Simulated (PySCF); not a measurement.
```yaml
atoms:
  - { symbol: F, position_ang: [1.4831, 2.1046, -0.2377] }
  - { symbol: C, position_ang: [0.6668, 1.1308, 0.2938] }
  - { symbol: C, position_ang: [-0.5596, 0.9391, -0.5739] }
  - { symbol: C, position_ang: [-1.3552, -0.2668, -0.0825] }
  - { symbol: C, position_ang: [-0.4461, -1.4786, 0.0504] }
  - { symbol: O, position_ang: [0.6558, -1.2072, 0.8804] }
  - { symbol: C, position_ang: [1.4554, -0.1674, 0.3921] }
  - { symbol: H, position_ang: [0.3694, 1.4498, 1.3094] }
  - { symbol: H, position_ang: [-0.2136, 0.7693, -1.6088] }
  - { symbol: H, position_ang: [-1.1699, 1.8556, -0.5827] }
  - { symbol: H, position_ang: [-2.1885, -0.4905, -0.7676] }
  - { symbol: H, position_ang: [-1.7986, -0.0484, 0.9037] }
  - { symbol: H, position_ang: [-0.0951, -1.7969, -0.9543] }
  - { symbol: H, position_ang: [-0.9773, -2.3290, 0.5025] }
  - { symbol: H, position_ang: [1.8592, -0.4051, -0.6148] }
  - { symbol: H, position_ang: [2.3068, -0.0503, 1.0784] }
```

Geometry: PBE0-D3(BJ)/def2-SVP.

Level of theory: PySCF, PBE0/pcSseg-1, SCF density, gas phase, non-relativistic.

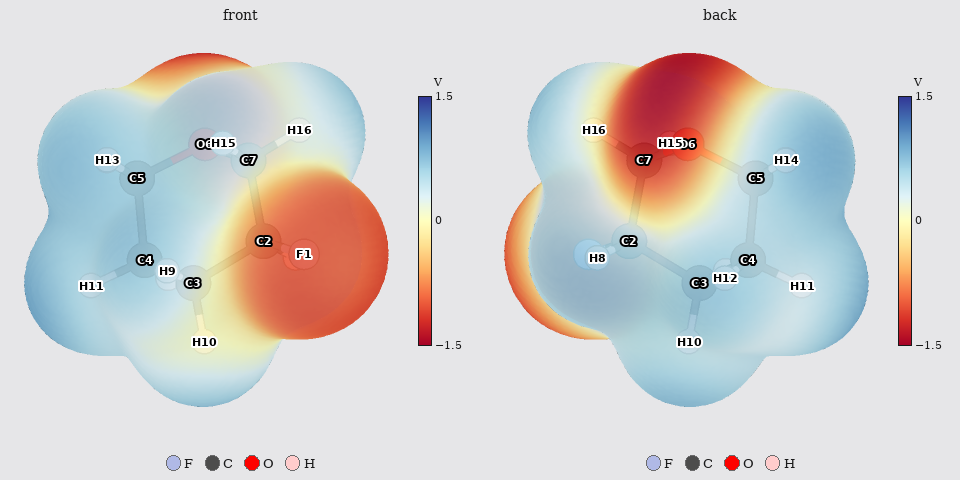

C₅H₉FO (SMILES F[C@H]1CCCOC1). The electrostatic potential painted on the density surface at 0.002 e/bohr³, seen from the front and from behind; the colour scale runs from red (negative) to blue (positive).

Which sites attract a positive test charge, and which a negative one?

A positive charge is drawn to the negative regions and a negative charge to the positive ones. The most negative region (about −1.4 V) lies over O6, the most positive (about +0.9 V) over H11 and H14. O6 is the likeliest acceptor of a hydrogen bond.
